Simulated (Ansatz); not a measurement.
**One shape, several levels: CF (SMILES [C]F)**

Wanted: a comparison of 6 runs (UHF/STO-3G, U-revPBE/STO-3G, UB3LYP/STO-3G, UHSE06/STO-3G, USVWN5/STO-3G, RPA@PBE/STO-3G) of CF. 

The results are computed with Ansatz 0.2.0.

44 further runs of the same task are left out: 9 that didn't finish, 35 set aside as unsound or not needed.

**1. Starting point**

CF: 2 atoms, total charge 0, spin state doublet. SMILES: `[C]F`. The F2–C1 distance was set to 1.585 Å, away from the relaxed value.

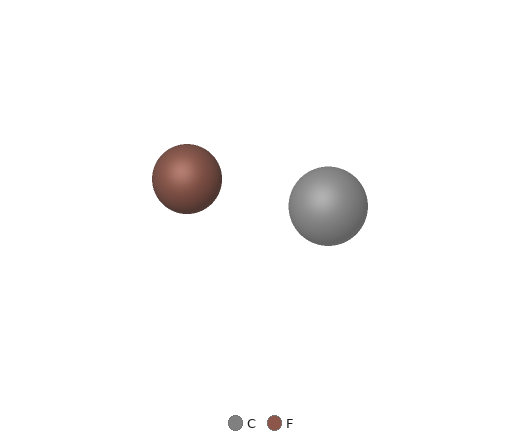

Viewed from a chosen angle; carbon grey, fluorine brown.

**2. A single-point energy at UHF/STO-3G (run 1)**

Contents of in.yaml:

```yaml
crystal:
  periodic: [false, false, false]
  atoms:
    - {symbol: C, position_ang: [-0.000000, 0.000000, -0.313980]}
    - {symbol: F, position_ang: [0.000000, -0.000000, 1.271320]}
basis:
  gaussian:
    orbitals: STO-3G
magnetization:
  spin_polarized: true
  initial_magnetization: 1
hamiltonian:
  xc: hf
accuracy: high
```

Started as:

```sh
$ ansatz run in.yaml --threads 1 --pin off --max-ram 3480MiB --events-out events.jsonl --progress --plain --runs-dir runs
```

Log:

```text
Warning: RAYON_NUM_THREADS=1 ignored (pool sized by the plan → 1); use --threads N
Functional definition: HF
  name "HF"
  exchange = exact_x
  correlation = 0
149 factors; integrals over basis functions are off by at most 4.2e-8 eV
mean field evaluation 1: about -3677.9501 eV, gradient 1.4e1 eV
mean field evaluation 2: about -3678.0049 eV, gradient 1.4e1 eV
mean field evaluation 4: about -3680.0392 eV, gradient 1.8e0 eV
mean field evaluation 8: about -3680.1652 eV, gradient 2.6e-1 eV
mean field evaluation 16: about -3680.1625 eV, gradient 5.3e-8 eV
mean field evaluation 32: about -3666.5106 eV, gradient 1.6e1 eV
mean field evaluation 64: about -3680.1625 eV, gradient 5.3e-8 eV
mean field -3680.16246254 eV, -135.2434759945 hartree, gradient 5.3e-8 eV, S^2 0.790080; 2 other end points of the search recorded, 0 dependent functions left out
reference -3680.16246254 eV, -135.2434759945 hartree; 8, 7 occupied and 2, 3 virtual orbitals, 149 factors
Total energy: -3680.16246254 eV, -135.2434759945 hartree
```

Wall time 0.08 s (1 thread of Arm Neoverse V1, shared host).

**3. A single-point energy at U-revPBE/STO-3G (run 2)**

Contents of run.yaml:

```yaml
basis:
  gaussian:
    orbitals: STO-3G
crystal:
  periodic: [false, false, false]
  atoms:
    - {symbol: C, position_ang: [-0.000000, 0.000000, -0.313980]}
    - {symbol: F, position_ang: [0.000000, -0.000000, 1.271320]}
magnetization:
  spin_polarized: true
  initial_magnetization: 1
hamiltonian:
  xc: {name: revPBE}
accuracy: high
```

Started as:

```sh
$ ansatz run run.yaml --threads 1 --pin off --max-ram 3480MiB --events-out events.jsonl --progress --plain --runs-dir runs
```

Log:

```text
Warning: RAYON_NUM_THREADS=1 ignored (pool sized by the plan → 1); use --threads N
Functional definition: revPBE
  name "revPBE"
  parameter kappa = 1.245
  parameter beta = 0.06672455060314922
  exchange = pbe_x(kappa = kappa, mu = beta*pi^2/3)
  correlation = pbe_c(beta = beta)
149 factors; integrals over basis functions are off by at most 4.2e-8 eV
mean field evaluation 1: about -3694.5976 eV, gradient 1.1e1 eV
mean field evaluation 2: about -3690.7275 eV, gradient 2.2e1 eV
mean field evaluation 4: about -3694.8780 eV, gradient 9.4e0 eV
mean field evaluation 8: about -3695.3390 eV, gradient 1.3e-1 eV
mean field evaluation 16: about -3695.3392 eV, gradient 1.1e-6 eV
mean field evaluation 32: about -3695.3392 eV, gradient 5.5e-9 eV
mean field -3695.33916875 eV, -135.8012096605 hartree, gradient 5.5e-9 eV, S^2 0.755439; 1 other end points of the search recorded, 0 dependent functions left out
reference -3695.33916972 eV, -135.8012096963 hartree; 8, 7 occupied and 2, 3 virtual orbitals, 149 factors
Total energy: -3695.33916972 eV, -135.8012096963 hartree
```

Run time: 0.79 s. Hardware: 1 thread of Arm Neoverse V1, shared host.

Runs 3 to 5 aren't shown in full; the table further down has their settings and results.

**4. The energy at RPA@PBE/STO-3G (run 6)**

in.yaml, as its differences from that of step 2:

```diff
@@ -12,3 +12,6 @@
 hamiltonian:
-  xc: hf
+  xc: {name: PBE}
+correlation:
+  method: rpa
+  frozen_orbitals: {C: 1, F: 1}
 accuracy: high
```

Started as:

```sh
$ ansatz run in.yaml --threads 1 --pin off --max-ram 3480MiB --events-out events.jsonl --progress --plain --runs-dir runs
```

Log, shortened:

```text
Warning: RAYON_NUM_THREADS=1 ignored (pool sized by the plan → 1); use --threads N
Functional definition: PBE
  name "PBE"
[...]
149 factors; integrals over basis functions are off by at most 4.2e-8 eV
[...]
mean field -3692.11695003 eV, -135.6827953070 hartree, gradient 6.4e-9 eV, S^2 0.755305; 2 other end points of the search recorded, 0 dependent functions left out
2 core orbitals not correlated: weight in the atoms' cores, before any rotation towards them, 1.000 or more for the frozen orbitals, at most 0.000 for the correlated occupied ones
reference -3679.10457874 eV, -135.2045994820 hartree; 6, 5 occupied and 2, 3 virtual orbitals, 149 factors
Total energy: -3684.47703093 eV, -135.4020334584 hartree
```

Wall time 0.89 s (1 thread of Arm Neoverse V1, shared host); peak memory 0.092 GiB.

**5. The series**

| run | level | frozen core orbitals | energy (Eh) | ⟨S²⟩ | wall time |
| --- | --- | --- | --- | --- | --- |
| 1 | UHF/STO-3G | – | -135.243476 | 0.790 | 0.08 s |
| 2 | U-revPBE/STO-3G | – | -135.801210 | 0.755 | 0.79 s |
| 3 | UB3LYP/STO-3G | – | -135.813400 | 0.755 | 0.68 s |
| 4 | UHSE06/STO-3G | – | -135.686116 | 0.756 | 0.97 s |
| 5 | USVWN5/STO-3G | – | -134.797675 | 0.758 | 0.52 s |
| 6 | RPA@PBE/STO-3G | 2 | -135.402033 | 0.755 | 0.89 s |

**6. Outcome**

| quantity | value |
| --- | --- |
| run 6: total energy | -135.40203 Eh |
| run 6: RPA correlation energy (valence) | -197.4 mEh |
| run 6: ⟨S²⟩ of the reference determinant | 0.755 |

What this shows: Totals of different functionals can't be ranked against each other. In runs 1, 2, 3, 4, 5, 6 the basis is minimal, so the values are rough. All runs together took 3.9 s, the longest 0.97 s.
